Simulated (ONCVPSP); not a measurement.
# Cs: pseudopotential generation (part 2 of 2)

Continued. System: caesium (Cs, Z = 55), core [Kr] 4d10, reference valence 5s2 5p6 6s1, valence charge 9. Method: ONCV potential, PBE, fully relativistic, made with ONCVPSP 4.0.1.

**Log (extracts), continued**
```
   n   l kap    f        eae           eps        diff
   1   0  -1  2.0000-1314.78477428
   2   0  -1  2.0000 -206.32139586
   2   1  -2  4.0000 -181.15687870
   2   1   1  2.0000 -194.10275517
   3   0  -1  2.0000  -43.04647380
   3   1  -2  4.0000  -35.46383239
   3   1   1  2.0000  -37.94476582
   3   2  -3  6.0000  -25.97752733
   3   2   2  4.0000  -26.50419096
   4   0  -1  2.0000   -8.27908948
   4   1  -2  4.0000   -5.94261685
   4   1   1  2.0000   -6.44862262
   4   2  -3  6.0000   -2.88362090
   4   2   2  4.0000   -2.96758558
   5   0  -1  2.0000   -1.17234943   -1.17232098    2.84E-05
   5   1  -2  4.0000   -0.66721613   -0.66715190    6.42E-05
   5   1   1  2.0000   -0.72776907   -0.72771701    5.21E-05
   6   0  -1  0.0000   -0.20716771   -0.20716771    0.00E+00

    Total energies and differences
      AE_ref= -7.79027573E+03  AE_tst= -7.79013378E+03  dif=  1.42E-01
      PS_ref= -2.05561297E+01  PS_tst= -2.04141774E+01  dif=  1.42E-01
      PSP excitation error=  3.91E-06

Test configuration 2

   n   l kap    f        eae           eps        diff
   1   0  -1  2.0000-1314.68159598
   2   0  -1  2.0000 -206.21829244
   2   1  -2  4.0000 -181.05378464
   2   1   1  2.0000 -193.99966104
   3   0  -1  2.0000  -42.94338346
   3   1  -2  4.0000  -35.36074489
   3   1   1  2.0000  -37.84167480
   3   2  -3  6.0000  -25.87443432
   3   2   2  4.0000  -26.40109726
   4   0  -1  2.0000   -8.17614450
   4   1  -2  4.0000   -5.83970965
   4   1   1  2.0000   -6.34569818
   4   2  -3  6.0000   -2.78078977
   4   2   2  4.0000   -2.86474720
   5   0  -1  2.0000   -1.07029794   -1.07029053    7.41E-06
   5   1  -2  4.0000   -0.56662662   -0.56660599    2.06E-05
   5   1   1  2.0000   -0.62673514   -0.62671935    1.58E-05
   6   0  -1  0.5000   -0.14084986   -0.14084679    3.07E-06

    Total energies and differences
      AE_ref= -7.79027573E+03  AE_tst= -7.79022169E+03  dif=  5.40E-02
      PS_ref= -2.05561297E+01  PS_tst= -2.05020895E+01  dif=  5.40E-02
      PSP excitation error=  5.48E-07

Test configuration 3

   n   l kap    f        eae           eps        diff
   1   0  -1  2.0000-1314.63839529
   2   0  -1  2.0000 -206.17514168
   2   1  -2  4.0000 -181.01061223
   2   1   1  2.0000 -193.95648222
   3   0  -1  2.0000  -42.90030506
   3   1  -2  4.0000  -35.31766391
   3   1   1  2.0000  -37.79859232
   3   2  -3  6.0000  -25.83135318
   3   2   2  4.0000  -26.35801528
   4   0  -1  2.0000   -8.13308676
   4   1  -2  4.0000   -5.79663925
   4   1   1  2.0000   -6.30263234
   4   2  -3  6.0000   -2.73770066
   4   2   2  4.0000   -2.82165928
   5   0  -1  2.0000   -1.02729477   -1.02724389    5.09E-05
   5   1  -2  4.0000   -0.52306234   -0.52298452    7.78E-05
   5   1   1  2.0000   -0.58334629   -0.58327348    7.28E-05
   6   0  -1  0.0000   -0.09909231   -0.20716771   -1.08E-01
   6   1  -2  0.6667   -0.04674660   -0.04674553    1.07E-06
   6   1   1  0.3333   -0.04940693   -0.04940580    1.13E-06

    Total energies and differences
      AE_ref= -7.79027573E+03  AE_tst= -7.79022545E+03  dif=  5.03E-02
      PS_ref= -2.05561297E+01  PS_tst= -2.05058485E+01  dif=  5.03E-02
      PSP excitation error=  1.44E-06

Test configuration 4

   n   l kap    f        eae           eps        diff
   1   0  -1  2.0000-1314.98386719
   2   0  -1  2.0000 -206.51759543
   2   1  -2  4.0000 -181.35342176
   2   1   1  2.0000 -194.29946074
   3   0  -1  2.0000  -43.24071073
   3   1  -2  4.0000  -35.65807554
   3   1   1  2.0000  -38.13911459
   3   2  -3  6.0000  -26.17186969
   3   2   2  4.0000  -26.69856661
   4   0  -1  2.0000   -8.46976662
   4   1  -2  4.0000   -6.13283725
   4   1   1  2.0000   -6.63908577
   4   2  -3  6.0000   -3.07253846
   4   2   2  4.0000   -3.15664957
   5   0  -1  2.0000   -1.32901563   -1.33043231   -1.42E-03
   5   1  -2  3.3333   -0.80454845   -0.80625650   -1.71E-03
   5   1   1  1.6667   -0.87000591   -0.87184286   -1.84E-03
   6   0  -1  1.0000   -0.26997148   -0.26997288   -1.40E-06

    Total energies and differences
      AE_ref= -7.79027573E+03  AE_tst= -7.78961759E+03  dif=  6.58E-01
      PS_ref= -2.05561297E+01  PS_tst= -1.98972302E+01  dif=  6.59E-01
      PSP excitation error= -7.55E-04
```

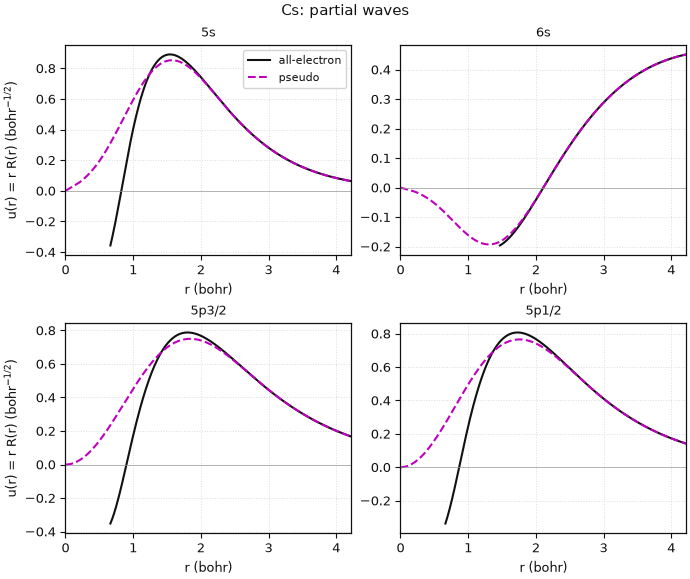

Pseudo-waves (dashed) against the all-electron radial functions (solid). The innermost oscillations of some all-electron curves aren't drawn. Reference configuration 5s2 5p6 6s1.

- Matching radii: 5s at 2.50 bohr; 6s at 2.50 bohr; 5p3/2 at 2.95 bohr; 5p1/2 at 2.95 bohr. The curves merge smoothly, so the plot gives these only roughly.
- Nodes of the pseudo-waves: 5s has no node; 6s has a node at about 2.1 bohr; 5p3/2 has no node; 5p1/2 has no node. A node in 6s is expected, since a lower shell of the same l is also in the valence and the two must stay orthogonal.
- Cutoffs needed: 8.5 Ha (loose) and 10 Ha (tight), as the cutoffs at which the residual kinetic energy of the hardest occupied pseudo-wave falls to 1 and 0.1 mHa per electron.

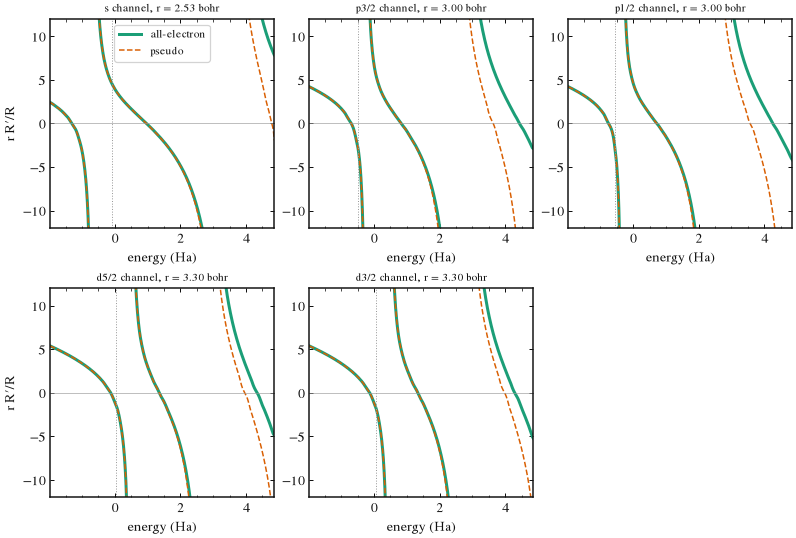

Logarithmic derivatives r R′/R at the test radius against energy, all-electron atom (solid) and pseudo-atom (dashed). Here R(r) is the radial function. The dotted line marks the reference energy of the channel. Not drawn: f7/2: not judged; f5/2: not judged.

- Poles, where the radial function vanishes at the test radius: s: all-electron at -0.7 and 3.5 Ha, pseudo at -0.7 and 3.4 Ha; p3/2: all-electron at -0.2 and 2.6 Ha, pseudo at -0.2 and 2.5 Ha; p1/2: all-electron at -0.3 and 2.4 Ha, pseudo at -0.3 and 2.3 Ha; d5/2: all-electron at 0.5 and 2.8 Ha, pseudo at 0.5 and 2.7 Ha; d3/2: all-electron at 0.5 and 2.8 Ha, pseudo at 0.5 and 2.7 Ha.
- Zeros of the logarithmic derivative: s: all-electron -1.3 and 1.0 Ha, pseudo -1.3, 1.0 and 4.8 Ha; p3/2: all-electron -0.7, 0.8 and 4.4 Ha, pseudo -0.7, 0.8 and 3.6 Ha; p1/2: all-electron -0.8, 0.7 and 4.3 Ha, pseudo -0.8, 0.7 and 3.6 Ha; d5/2: all-electron -0.1, 1.4 and 4.3 Ha, pseudo -0.1, 1.4 and 4.0 Ha; d3/2: all-electron -0.1, 1.3 and 4.3 Ha, pseudo -0.1, 1.3 and 4.0 Ha.

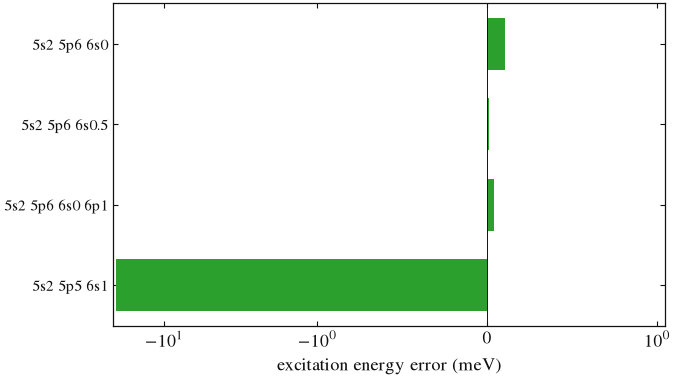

Errors, all-electron minus pseudo, of the energies of valence configurations relative to the unpolarised reference 5s2 5p6 6s1.

- Worst configuration: 5s2 5p5 6s1 (charge +1): the error is -21 meV on an all-electron energy of +17.91 eV relative to the reference, or 0.11 %.
- Errors in meV: 5s2 5p6 6s0: +0.1; 5s2 5p6 6s0.5: 0.0; 5s2 5p6 6s0 6p1: 0.0; 5s2 5p5 6s1: -21.
- Configurations within 10 meV and within 50 meV: 3 and 4 of 4.

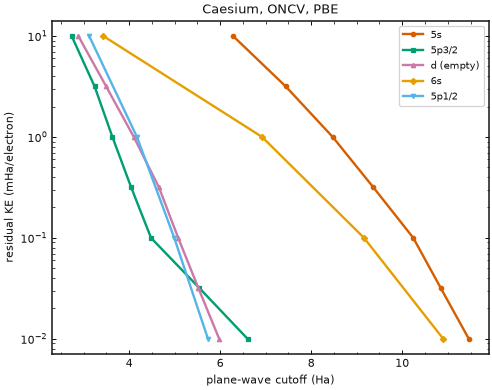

Residual kinetic energy of the pseudo-waves (the first of each channel, and further valence shells) beyond the plane-wave cutoff, as the generator prints it.

- Cutoffs for the occupied states: 8.5 Ha for 1 mHa and 10 Ha for 0.1 mHa per electron. The first is set by 5s.
- Cutoffs for 1 mHa per electron: 5s: 8.5 Ha; 6s: 6.9 Ha; 5p1/2: 4.2 Ha; d (empty): 4.1 Ha; 5p3/2: 3.6 Ha.
- Hardest wave at 1 mHa per electron: 5s, with rc = 2.50 bohr and qcut = 5.1 1/bohr. The optimisation minimises, but can't always remove, the kinetic energy above qcut²/2 = 13.0 Ha, and a larger rc would as a rule soften the wave at some cost in transferability.

Outcome of the run: generated.
